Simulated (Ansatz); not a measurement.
Redistribution: C2H2F4 + C2H4FI → C2H2F3I + C2H4F2

Species: C2H2F4 (norflurane) `FCC(F)(F)F`, singlet; C2H4FI `CC(F)I`, singlet; C2H2F3I (1,1,1-trifluoro-2-iodoethane) `FC(F)(F)CI`, singlet; C2H4F2 (1,1-difluoroethane) `CC(F)F`, singlet. The partners trade F for I; both sit on C, so the bond types are kept.

Shapes, held fixed at every level: PBE0-D4/def2-TZVP. Programs: Ansatz 0.2.0. The zero-point and thermal change to 298 K, harmonic and unscaled (PBE0-D4/def2-TZVP), is -0.5 kJ/mol.

```
               level                    kind  ΔH(298 K) (kJ/mol)  less CCSD(T)/def2-TZVPP
       HF/def2-TZVPP            Hartree–Fock               -54.2                     -1.2
r2SCAN-D4/def2-TZVPP                meta-GGA               -48.9                     +4.1
 B3LYP-D4/def2-TZVPP           global hybrid               -46.8                     +6.2
  wB97X-V/def2-TZVPP  range-separated hybrid               -52.6                     +0.4
      MP2/def2-TZVPP     perturbation theory               -53.8                     -0.8
    CCSD(T)/def2-SVP   coupled cluster or CI               -57.7                     -4.7
     CCSD/def2-TZVPP   coupled cluster or CI               -53.9                     -0.9
  CCSD(T)/def2-TZVPP   coupled cluster or CI               -53.0                      0.0
```

The highest level, CCSD(T)/def2-TZVPP, gives ΔH(298 K) = -53.0 kJ/mol; the levels span -57.7 to -46.8. The column of differences is taken from that level and isn't an error. No measured value is set beside it here. For atoms past krypton def2 sets carry core potentials with scalar relativity. Correlated rows may include outer-core shells of I, which these sets cover unevenly.

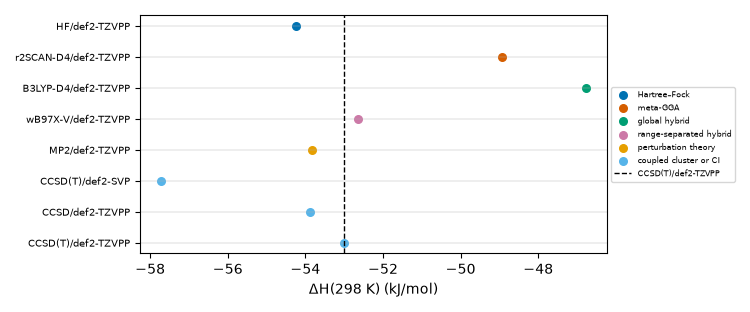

The values of the table, level by level.
